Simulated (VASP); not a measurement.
Band structure of Ca (fcc). Calculation: PBE GGA with D3 dispersion (zero damping), VASP's PBE PAW potentials (set 64) (plane waves; VASP).

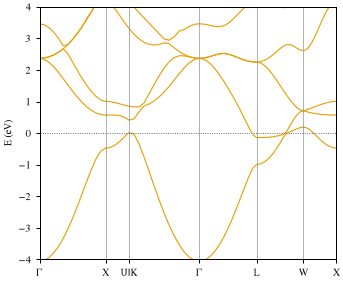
Bands along high-symmetry lines, zero at the valence-band maximum or, without a gap, the Fermi level

Q: Read the plot: is there a gap, and where are the band edges?

A: It has no gap at this level: it comes out as a metal or semimetal. (Edges off the drawn lines would not show.)

The compound is Ca in the fcc structure. It was relaxed first.
